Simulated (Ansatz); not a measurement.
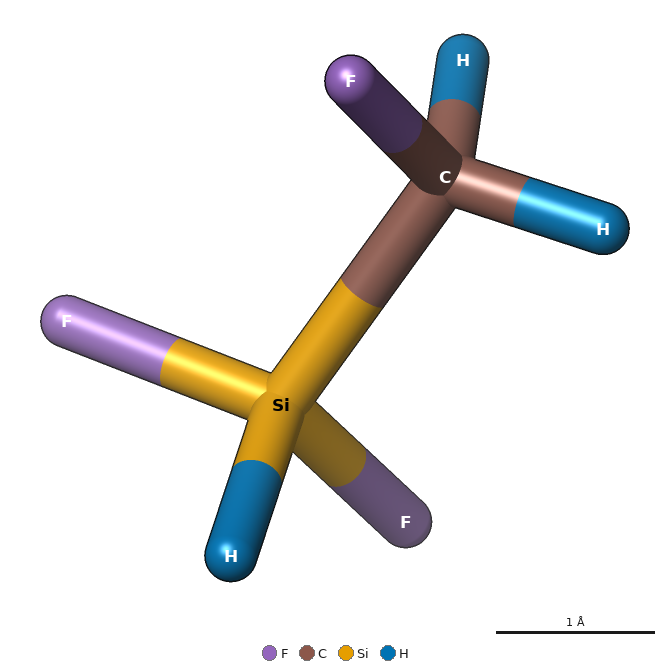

The structure as it stands in the input.

The calculation was set up as follows.

```yaml
crystal:
  periodic: [false, false, false]
  atoms:
    - {symbol: F, position_ang: [-0.819930, 1.741805, -0.078859]}
    - {symbol: C, position_ang: [-0.018852, 0.798203, 0.553812]}
    - {symbol: Si, position_ang: [0.026706, -0.766748, -0.476501]}
    - {symbol: F, position_ang: [0.834367, -1.854782, 0.351834]}
    - {symbol: F, position_ang: [0.820701, -0.497841, -1.821434]}
    - {symbol: H, position_ang: [-0.431127, 0.603217, 1.549986]}
    - {symbol: H, position_ang: [0.983412, 1.220490, 0.684034]}
    - {symbol: H, position_ang: [-1.303076, -1.301544, -0.818672]}
basis:
  gaussian: {orbitals: "6-31G*"}
hamiltonian: {xc: {name: revPBE}, dispersion: d3bjatm}
md: {timestep: 1 fs, n_steps: 20, ensemble: nve, temperature: 500, initial_velocities: maxwell_boltzmann, seed: 31}
```

Command:

```sh
ansatz run in.yaml --threads 2 --pin off --events-out ev --progress --plain --max-ram 4352MiB
```

Output (its end):

```
mean field -17111.06310391 eV, -628.8199707736 hartree, gradient 7.9e-6 eV, S^2 0.000000; 0 other end points of the search recorded, 0 dependent functions left out
the calculation of the forces begins
reference -17111.06314354 eV, -628.8199722297 hartree; 25, 25 occupied and 60, 60 virtual orbitals, 885 factors
md step    18: t =    18.00 fs  T =   194.9 K  F+E_penalty+E_count = -17111.38094369 eV  E_kin = 0.151134 eV  conserved = -17111.22981005 eV  (30 SCF iters, 3 dispersion substeps)
these checks for a lower state are left out or cut short: starts, cluster_reference, orbital_swaps, neighbouring_geometries, increment
885 factors; their error is unknown
mean field -17111.09892528 eV, -628.8212871845 hartree, gradient 7.9e-6 eV, S^2 0.000000; 0 other end points of the search recorded, 0 dependent functions left out
the calculation of the forces begins
reference -17111.09896482 eV, -628.8212886376 hartree; 25, 25 occupied and 60, 60 virtual orbitals, 885 factors
md step    19: t =    19.00 fs  T =   238.7 K  F+E_penalty+E_count = -17111.41598641 eV  E_kin = 0.185120 eV  conserved = -17111.23086651 eV  (30 SCF iters, 3 dispersion substeps)
these checks for a lower state are left out or cut short: starts, cluster_reference, orbital_swaps, neighbouring_geometries, increment
885 factors; their error is unknown
mean field -17111.15063407 eV, -628.8231874474 hartree, gradient 7.8e-6 eV, S^2 0.000000; 0 other end points of the search recorded, 0 dependent functions left out
the calculation of the forces begins
reference -17111.15067348 eV, -628.8231888959 hartree; 25, 25 occupied and 60, 60 virtual orbitals, 885 factors
885 factors; their error is unknown
mean field -17111.15063407 eV, -628.8231874474 hartree, gradient 9.9e-6 eV, S^2 0.000000; 1 other end points of the search recorded, 0 dependent functions left out
the calculation of the forces begins
reference -17111.15067348 eV, -628.8231888959 hartree; 25, 25 occupied and 60, 60 virtual orbitals, 885 factors
md step    20: t =    20.00 fs  T =   302.3 K  F+E_penalty+E_count = -17111.46690132 eV  E_kin = 0.234431 eV  conserved = -17111.23247030 eV  (27 SCF iters, 3 dispersion substeps)
Total energy: -17111.46694073 eV, -628.8348115031 hartree
Atom 0 at    -0.886934     1.820502    -0.080688 Å, force     1.248566    -0.918126     0.734508 eV/Å
Atom 1 at    -0.017841     0.864250     0.572157 Å, force    -0.028894    -0.633550     0.225176 eV/Å
Atom 2 at     0.048391    -0.771835    -0.459326 Å, force     1.104404     0.097763    -0.481083 eV/Å
Atom 3 at     0.849842    -1.971626     0.385171 Å, force    -0.632206     1.176692    -0.711523 eV/Å
Atom 4 at     0.838819    -0.497515    -1.901661 Å, force    -0.549317    -0.323752     1.267857 eV/Å
Atom 5 at    -0.432828     0.577973     1.574326 Å, force    -0.202364     0.340495    -0.385443 eV/Å
Atom 6 at     1.026253     1.209074     0.816612 Å, force    -0.668925     0.530194    -0.549355 eV/Å
Atom 7 at    -1.330716    -1.197298    -0.754466 Å, force    -0.271264    -0.269715    -0.100137 eV/Å
Dipole moment:    -0.042618    -0.007424     0.319454 e Å
```

The calculation finished and met its thresholds.
